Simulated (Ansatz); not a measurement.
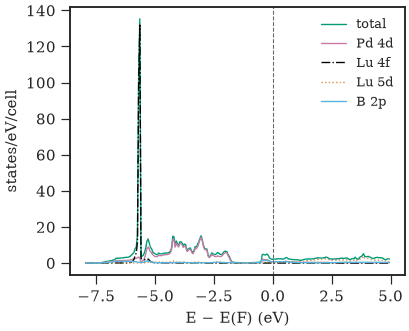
Figure: Total and projected density of states of LuBPd₃ (cubic perovskite, Pm-3m), DFT-r²SCAN in the program Ansatz with PAW potentials

Task: Which orbitals carry the states next to the Fermi level?

Result: Within 0.5 eV of the Fermi level: Pd 4d 36 %, B 2p 31 %, Lu 5d 15 %, outside the projected shells 16 %. Projections are on Löwdin-orthogonalised atomic valence shells; empty p or d shells of many metals are not among them.

Task: Where is the tallest occupied peak in this window, and what makes it?

Result: Near -5.7 eV, about 140 states/eV per cell; the largest projected share is Lu 4f.

The workflow started from an entry of the Crystallography Open Database (COD). Its standing as an ambient phase is unchecked. The cell was relaxed with r²SCAN under the symmetry of its start; whether a distortion lowers the energy is not shown. The run is not spin-polarised. Scalar-relativistic: spin–orbit coupling is off unless named, which matters more the heavier the elements.

Potentials: the later of the program's two PAW sets.
